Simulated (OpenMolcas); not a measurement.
**Run report: Ti²⁺ complex, multiconfigurational calculation**

System: Ti²⁺ with 4 ligands (Br; tetrahedron, 2.64 Å), neutralised by 4 outer point charges of +0.5 e, whose field is part of the energies.
Method: state-averaged CASSCF, active space 2 electrons in the shell 3d, basis ANO-RCC-VTZP on the metal and ANO-RCC-VDZP on the ligands, DKH2 scalar Hamiltonian, spin-orbit coupling by RASSI with atomic mean-field integrals (OpenMolcas).

Input file:
```
&GATEWAY
Coord
5

Ti 0.0 0.0 0.0
Br 1.524205 1.524205 1.524205
Br 1.524205 -1.524205 -1.524205
Br -1.524205 1.524205 -1.524205
Br -1.524205 -1.524205 1.524205
Basis=Ti.ANO-RCC-VTZP,Br.ANO-RCC-VDZP
Group=NoSym
NoMove
AngMom=0.0 0.0 0.0
AMFI
RICD
XField
4 Angstrom 0
3.025316 3.025316 3.025316 0.500000
3.025316 -3.025316 -3.025316 0.500000
-3.025316 3.025316 -3.025316 0.500000
-3.025316 -3.025316 3.025316 0.500000
&SEWARD
&RASSCF
FileOrb=start.orb
Symmetry=1
Spin=3
nActEl=2 0 0
Inactive=81
Ras2=5
CIRoot=10 10 1
SDav=10
CIMx=300
Iter=150 100
PrWF=0.3
OrbListing=Nothing
MaxOrb=0
LevShft=1.0
>>> COPY $Project.JobIph JOB001
&RASSCF
FileOrb=start.orb
Symmetry=1
Spin=1
nActEl=2 0 0
Inactive=81
Ras2=5
CIRoot=15 15 1
SDav=15
CIMx=300
Iter=150 100
PrWF=0.3
OrbListing=Nothing
MaxOrb=0
LevShft=1.0
>>> COPY $Project.JobIph JOB002
&RASSI
NrOfJobIphs=2 10 15
1 2 3 4 5 6 7 8 9 10
1 2 3 4 5 6 7 8 9 10 11 12 13 14 15
IphNames
JOB001
JOB002
EJob
SpinOrbit
DIPRint=1.0
SOCoupling=1000.0
Subsets=2
Property=9
'ANGMOM' 1 'ANGMOM' 2 'ANGMOM' 3 'MLTPL  1' 1 'MLTPL  1' 2 'MLTPL  1' 3
'AMFI' 1 'AMFI' 2 'AMFI' 3
SOProperty=3
'ANGMOM' 1 'ANGMOM' 2 'ANGMOM' 3
```

The file start.orb holds starting orbitals from an earlier step. A driver script formed the levels outside the program, from RASSI's spin-orbit matrix and the active-space energies, averaged over the components of each term or state.

Hardware: 1 thread of Arm Neoverse V2, 24 GiB of memory available, shared host.

Command:
```bash
OMP_NUM_THREADS=1 MOLCAS_MEM=2457 MOLCAS_PROJECT=a pymolcas a.inp > a.log  # once for each step of the input, in one work folder
```

Output (extracts):
```
--- SEWARD ---
Basis set label: TI.ANO-RCC...6S5P3D2F1G.

      Electronic valence basis set:
      ------------------
      Associated Effective Charge  22.000000 au
      Associated Actual Charge     22.000000 au
      Nuclear Model: Point charge

      Shell  nPrim  nBasis  Cartesian Spherical Contaminant
         s      21       6        X
         p      15       5        X
         d      10       3                 X
         f       6       2                 X
         g       4       1                 X
                  Relativistic Douglas-Kroll-Hess integrals:
                    - DKH order of Hamiltonian: 2
                    - DKH order of Properties : 0
                  Atomic mean-field integrals
--- RASSCF ---
Wave function specifications:
      -----------------------------

      Number of closed shell electrons         162
      Number of electrons in active shells       2
      Max number of holes in RAS1 space          0
      Max nr of electrons in RAS3 space          0
      Number of inactive orbitals               81
      Number of active orbitals                  5
      Number of secondary orbitals              81
      Spin quantum number                      1.0
      State symmetry                             1
Orbital specifications:
      -----------------------

      Symmetry species                           1
                                                 a
      Frozen orbitals                            0
      Inactive orbitals                         81
      Active orbitals                            5
      RAS1 orbitals                              0
      RAS2 orbitals                              5
      RAS3 orbitals                              0
      Secondary orbitals                        81
      Deleted orbitals                           0
      Number of basis functions                167
      Number of CSFs                            10
      Number of root(s) required                10
      Iter CI   SX   CI       RASSCF       Energy    max ROT     max BLB   max BLB  Level Ln srch  Step   QN
          iter iter root      energy       change     param      element    value   shift minimum  type update
 Nr of preliminary CI iterations:   1
      Total energies have been shifted. Add               -11000.00 au
        1   1   17    0  -270.62619702    0.00E+00  -4.14E-02   52 151 1 -9.15E-02*  0.86   0.00    SX    NO
        2   1   16    0  -270.80109978   -1.75E-01* -1.17E-02   40 144 1 -3.28E-02*  0.92   0.00    SX    NO
        3   1   16    0  -270.83511044   -3.40E-02* -7.49E-03   52  83 1  1.63E-02*  0.94   0.00    SX    NO
        4   1   14    0  -270.84416131   -9.05E-03* -5.61E-03   52  83 1  1.04E-02*  0.95   0.00    SX    NO
        5   1   14    0  -270.84711374   -2.95E-03* -7.61E-03   52  83 1  6.73E-03*  0.95   2.47    LS   YES
        6   1   14    0  -270.84873409   -1.62E-03*  3.71E-03   16 133 1  2.15E-03*  0.96   1.08    QN   YES
        7   1   13    0  -270.84896687   -2.33E-04*  3.99E-03    9 106 1 -1.71E-03*  0.96   2.10    LS   YES
        8   1   12    0  -270.84905557   -8.87E-05* -7.17E-04    8 105 1 -1.68E-03*  0.96   1.03    QN   YES
        9   1   11    0  -270.84908143   -2.59E-05* -2.92E-04   13 132 1 -6.48E-04*  0.96   1.41    LS   YES
       10   1   11    0  -270.84908383   -2.40E-06*  5.45E-04    6 128 1 -4.79E-04*  0.96   1.00    QN   YES
       11   1   11    0  -270.84908691   -3.09E-06*  4.19E-04    8 105 1  1.22E-04*  0.96   1.77    LS   YES
       12   1   10    0  -270.84908765   -7.40E-07* -1.66E-04    9 131 1  1.86E-04*  0.96   1.02    QN   YES
       13   1    9    0  -270.84908793   -2.81E-07* -1.91E-04    9 131 1  6.22E-05   0.96   2.15    LS   YES
       14   1    8    0  -270.84908803   -9.90E-08*  3.97E-05    3 104 1 -1.74E-04*  0.96   0.90    QN   YES
       15   1    7    0  -270.84908807   -3.35E-08*  5.95E-05    8 130 1 -2.31E-05   0.96   2.50    LS   YES
       16   1    8    0  -270.84908802    4.71E-08*  3.75E-05    3 104 1  2.16E-04*  0.96   0.10    LS   YES
       17   1    7    0  -270.84908807   -5.36E-08* -2.06E-05    3 104 1  6.82E-05   0.96   0.99    QN   YES
       18   1    6    0  -270.84908808   -7.01E-09  -1.13E-05    3 104 1  1.97E-05   0.96   1.13    QN   YES
      Convergence after 18 iterations
       19   1    6    0  -270.84908803    4.54E-08* -1.13E-05    3 104 1 -6.62E-06   0.96   1.13    QN   YES
      Natural orbitals and occupation numbers for root  1
      sym 1:  -0.000000  -0.000000   1.000000  -0.000000   1.000000
      Natural orbitals and occupation numbers for root  2
      sym 1:   0.773625  -0.000000   0.773625   0.226375   0.226375
      Natural orbitals and occupation numbers for root  3
      sym 1:   0.778856  -0.000000   0.221144   0.221144   0.778856
::    RASSCF root number  1 Total energy: -11270.87916990
::    RASSCF root number  2 Total energy: -11270.86785811
::    RASSCF root number  3 Total energy: -11270.86785811
::    RASSCF root number  4 Total energy: -11270.86785811
::    RASSCF root number  5 Total energy: -11270.85942865
::    RASSCF root number  6 Total energy: -11270.85942865
::    RASSCF root number  7 Total energy: -11270.85942865
::    RASSCF root number  8 Total energy: -11270.80995003
::    RASSCF root number  9 Total energy: -11270.80995003
::    RASSCF root number 10 Total energy: -11270.80995003
--- RASSCF ---
Wave function specifications:
      -----------------------------

      Number of closed shell electrons         162
      Number of electrons in active shells       2
      Max number of holes in RAS1 space          0
      Max nr of electrons in RAS3 space          0
      Number of inactive orbitals               81
      Number of active orbitals                  5
      Number of secondary orbitals              81
      Spin quantum number                      0.0
      State symmetry                             1
Orbital specifications:
      -----------------------

      Symmetry species                           1
                                                 a
      Frozen orbitals                            0
      Inactive orbitals                         81
      Active orbitals                            5
      RAS1 orbitals                              0
      RAS2 orbitals                              5
      RAS3 orbitals                              0
      Secondary orbitals                        81
      Deleted orbitals                           0
      Number of basis functions                167
      Number of CSFs                            15
      Number of root(s) required                15
      Iter CI   SX   CI       RASSCF       Energy    max ROT     max BLB   max BLB  Level Ln srch  Step   QN
          iter iter root      energy       change     param      element    value   shift minimum  type update
 Nr of preliminary CI iterations:   1
      Total energies have been shifted. Add               -11000.00 au
        1   1   11    0  -270.79495187    0.00E+00  -1.02E-02   86  95 1 -6.16E-03*  0.97   0.00    SX    NO
        2   1   11    0  -270.79561634   -6.64E-04*  5.29E-03   65 104 1  5.03E-03*  0.96   0.00    SX    NO
        3   1   11    0  -270.79586164   -2.45E-04*  3.35E-03   65 104 1  2.52E-03*  0.96   0.00    SX    NO
        4   1   10    0  -270.79596883   -1.07E-04*  2.14E-03   65 104 1  1.53E-03*  0.96   0.00    SX    NO
        5   1   10    0  -270.79601835   -4.95E-05*  3.14E-03   72  83 1  9.86E-04*  0.95   2.50    LS   YES
        6   1    9    0  -270.79605783   -3.95E-05*  1.53E-03   72  83 1  5.25E-04*  0.95   1.49    LS   YES
        7   1    9    0  -270.79606270   -4.87E-06* -4.48E-04   65 104 1 -3.65E-04*  0.95   1.02    QN   YES
        8   1    8    0  -270.79606445   -1.75E-06* -6.66E-04   65 104 1 -2.00E-04*  0.95   2.49    LS   YES
        9   1    8    0  -270.79606553   -1.08E-06*  1.67E-04   62 128 1  9.93E-05   0.95   1.09    QN   YES
       10   1    8    0  -270.79606566   -1.37E-07*  1.19E-04   62 128 1  5.39E-05   0.95   1.71    LS   YES
       11   1    7    0  -270.79606570   -3.81E-08*  1.78E-04   65 104 1  5.08E-05   0.95   2.50    LS   YES
       12   1    7    0  -270.79606568    2.27E-08*  7.16E-05   65  88 1 -9.91E-05   0.95   0.27    QN   YES
       13   1    7    0  -270.79606573   -4.73E-08*  3.97E-05   65  88 1 -4.88E-05   0.95   1.43    QN   YES
       14   1    6    0  -270.79606574   -1.16E-08*  5.95E-05   75  86 1 -1.05E-05   0.95   2.50    LS   YES
       15   1    7    0  -270.79606567    6.88E-08*  4.10E-05   65  88 1  5.83E-05   0.95   0.02    LS   YES
       16   1    6    0  -270.79606574   -6.86E-08*  2.40E-05   62 103 1  1.59E-05   0.95   1.02    QN   YES
       17   1    5    0  -270.79606569    4.57E-08*  1.65E-05   70  87 1  5.47E-06   0.95   0.01    LS   YES
       18   1    6    0  -270.79606569    6.88E-09   2.25E-05   62 103 1  1.23E-05   0.95  -0.02    QN   YES
      Convergence after 18 iterations
       19   1    6    0  -270.79606569   -5.95E-09   2.25E-05   70  87 1  4.40E-06   0.95  -0.02    QN   YES
      Natural orbitals and occupation numbers for root  1
      sym 1:   0.127149   0.189019   0.838860   0.006113   0.838860
      Natural orbitals and occupation numbers for root  2
      sym 1:   0.087705   0.025835   0.838860   0.208741   0.838860
      Natural orbitals and occupation numbers for root  3
      sym 1:   0.614527   0.389458   0.005900   0.436732   0.553382
::    RASSCF root number  1 Total energy: -11270.82708408
::    RASSCF root number  2 Total energy: -11270.82708408
::    RASSCF root number  3 Total energy: -11270.81745278
::    RASSCF root number  4 Total energy: -11270.81745278
::    RASSCF root number  5 Total energy: -11270.81745278
::    RASSCF root number  6 Total energy: -11270.79938609
::    RASSCF root number  7 Total energy: -11270.79706071
::    RASSCF root number  8 Total energy: -11270.79706071
::    RASSCF root number  9 Total energy: -11270.79706071
::    RASSCF root number 10 Total energy: -11270.79294236
::    RASSCF root number 11 Total energy: -11270.79294236
::    RASSCF root number 12 Total energy: -11270.78888752
::    RASSCF root number 13 Total energy: -11270.78888752
::    RASSCF root number 14 Total energy: -11270.78888752
::    RASSCF root number 15 Total energy: -11270.69134329
--- RASSI ---
SPIN-FREE ENERGIES:
  (Shifted by EMIN (a.u.) =     -11270.8791699065)

 SF State       Relative EMIN(au)   Rel lowest level(eV)    D:o, cm**(-1)

     1             0.0000000000        0.0000000000              0.0000
     2             0.0113117858        0.3078093723           2482.6500
     3             0.0113117858        0.3078093723           2482.6500
     4             0.0113117858        0.3078093723           2482.6500
     5             0.0197412527        0.5371868532           4332.7042
     6             0.0197412527        0.5371868532           4332.7042
     7             0.0197412527        0.5371868532           4332.7042
    11             0.0520858210        1.4173273925          11431.5164
    12             0.0520858210        1.4173273925          11431.5164
    13             0.0617171175        1.6794083223          13545.3416
    14             0.0617171175        1.6794083223          13545.3416
    15             0.0617171175        1.6794083223          13545.3416
    10             0.0692198695        1.8835686059          15192.0054
     8             0.0692198695        1.8835686059          15192.0054
     9             0.0692198695        1.8835686059          15192.0054
    16             0.0797838140        2.1710281793          17510.5232
    17             0.0821091890        2.2343048564          18020.8840
    18             0.0821091890        2.2343048564          18020.8840
    19             0.0821091890        2.2343048564          18020.8840
    20             0.0862275438        2.3463709999          18924.7584
    21             0.0862275438        2.3463709999          18924.7584
    22             0.0902823818        2.4567087622          19814.6925
    23             0.0902823818        2.4567087622          19814.6925
    24             0.0902823818        2.4567087622          19814.6925
    25             0.1878266105        5.1110224457          41223.1761
     Dipole printing threshold changed to   1.00000000E+00

++ Dipole transition strengths (spin-free states):
   -----------------------------------------------
     for osc. strength at least  1.00000000E+00

  ( Max oscillator strength is only    4.9224111169486877E-004 )
--
Eigenvalues of complex Hamiltonian:
   -----------------------------------
  (Shifted by EMIN (a.u.) =     -11270.8791699065)

 SO State       Relative EMIN(au)   Rel lowest level(eV)    D:o, cm**(-1)

     1            -0.0000481589        0.0000000000              0.0000
     2            -0.0000481589        0.0000000000              0.0000
     3            -0.0000481589        0.0000000000              0.0000
     4             0.0111992125        0.3060565658           2468.5127
     5             0.0112724715        0.3080500459           2484.5912
     6             0.0112724715        0.3080500460           2484.5912
     7             0.0112724715        0.3080500459           2484.5912
     8             0.0112930545        0.3086101359           2489.1086
     9             0.0112930545        0.3086101357           2489.1086
    10             0.0113471758        0.3100828536           2500.9869
    11             0.0113471758        0.3100828535           2500.9869
    12             0.0113471758        0.3100828536           2500.9869
    13             0.0194695672        0.5311043820           4283.6457
    14             0.0194695672        0.5311043821           4283.6457
    15             0.0194695672        0.5311043820           4283.6457
    16             0.0195097463        0.5321977107           4292.4640
    17             0.0195097463        0.5321977109           4292.4640
    18             0.0200491157        0.5468746996           4410.8419
    19             0.0200491157        0.5468746995           4410.8419
    20             0.0200491157        0.5468746995           4410.8419
    21             0.0203175661        0.5541796089           4469.7600
    22             0.0520734541        1.4183013428          11439.3718
    23             0.0520734541        1.4183013428          11439.3718
    24             0.0616881589        1.6799307889          13549.5556
    25             0.0616881589        1.6799307889          13549.5556
    26             0.0616881589        1.6799307889          13549.5556
    27             0.0687423569        1.8718852941          15097.7731
    28             0.0689861594        1.8785194995          15151.2816
    29             0.0689861594        1.8785194994          15151.2816
    30             0.0689861594        1.8785194995          15151.2816
    31             0.0694756975        1.8918405096          15258.7228
    32             0.0694756975        1.8918405096          15258.7228
    33             0.0694899008        1.8922269995          15261.8400
    34             0.0694899008        1.8922269995          15261.8400
    35             0.0694899008        1.8922269995          15261.8400
    36             0.0797882473        2.1724592853          17522.0658
    37             0.0821122194        2.2356977872          18032.1187
    38             0.0821122194        2.2356977872          18032.1187
    39             0.0821122194        2.2356977872          18032.1187
    40             0.0862343204        2.3478658703          18936.8153
    41             0.0862343204        2.3478658703          18936.8153
Weights of the five most important spin-orbit-free states for each spin-orbit state.

 SO State  Total energy (au)           Spin-free states, spin, and weights
 -------------------------------------------------------------------------------------------------------
    1        -0.000048       1 1.0  0.9960    2 1.0  0.0019    3 1.0  0.0012    4 1.0  0.0009   13 0.0  0.0000
    2        -0.000048       1 1.0  0.9960    4 1.0  0.0017    3 1.0  0.0012    2 1.0  0.0010   14 0.0  0.0000
    3        -0.000048       1 1.0  0.9960    3 1.0  0.0015    4 1.0  0.0013    2 1.0  0.0011   15 0.0  0.0000
    4         0.011199       3 1.0  0.3333    4 1.0  0.3333    2 1.0  0.3333    6 1.0  0.0000    5 1.0  0.0000
    5         0.011272       4 1.0  0.4908    3 1.0  0.3986    2 1.0  0.1040    1 1.0  0.0039    6 1.0  0.0012
    6         0.011272       4 1.0  0.4950    2 1.0  0.3994    3 1.0  0.0990    1 1.0  0.0039    6 1.0  0.0013
    7         0.011272       3 1.0  0.4958    2 1.0  0.4899    4 1.0  0.0076    1 1.0  0.0039    7 1.0  0.0012
    8         0.011293       3 1.0  0.4234    4 1.0  0.3123    2 1.0  0.2561    7 1.0  0.0047    6 1.0  0.0027
    9         0.011293       2 1.0  0.4051    4 1.0  0.3489    3 1.0  0.2378    5 1.0  0.0048    6 1.0  0.0027
   10         0.011347       4 1.0  0.4822    3 1.0  0.3915    2 1.0  0.1240    6 1.0  0.0011    5 1.0  0.0011
   11         0.011347       4 1.0  0.4986    2 1.0  0.3890    3 1.0  0.1101    6 1.0  0.0011    7 1.0  0.0010
   12         0.011347       3 1.0  0.4961    2 1.0  0.4847    4 1.0  0.0169    7 1.0  0.0011    5 1.0  0.0011
```

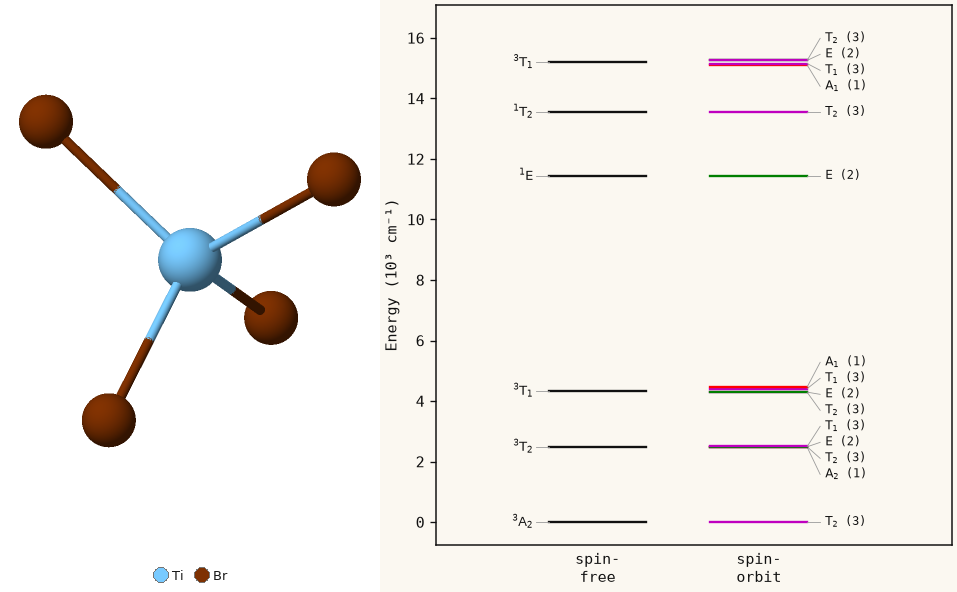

Figure 1. Ti²⁺ (3d²) with 4 ligands, Br⁻, at 2.64 Å (arrangement: tetrahedron, Td), neutralised by outer point charges of +0.5 e, and its levels. Labels give the representation in O, Td, D4 or D3 as the site allows (double group for half-integer spin) where it could be assigned and, in brackets, the degeneracy; spin-free states, where drawn, share the zero of the spin-orbit levels. The ground level is T₂, 3-fold degenerate, 100 % from states of spin multiplicity 3. The next level lies at 2,470 cm⁻¹ (A₂). The lowest spin-free state is ³A₂, from the free-ion F term; of the same spin there follow at 2,480 cm⁻¹ (³T₂), 4,330 cm⁻¹ (³T₁) and 15,200 cm⁻¹ (³T₁) above it. The active orbitals hold 93 to 97 % metal character (Löwdin), and the Mulliken charge of the metal is +1.23.

Results in brief:

```
                                 quantity                 value
                                  outcome             converged
      energy of the lowest spin-free term  −11270.87917 hartree
    energy of the lowest spin-orbit level  −11270.87922 hartree
largest spread among components of a term              0.0 cm⁻¹
                                wall time                 2 min
                              peak memory              0.28 GiB
```

Remarks:

Without dynamic correlation the splittings between terms come out too large, often by 20 to 50 %. Caveats: covalent bonds, ligand orbitals missing from the active space; distances are set from ionic radii, not optimised.
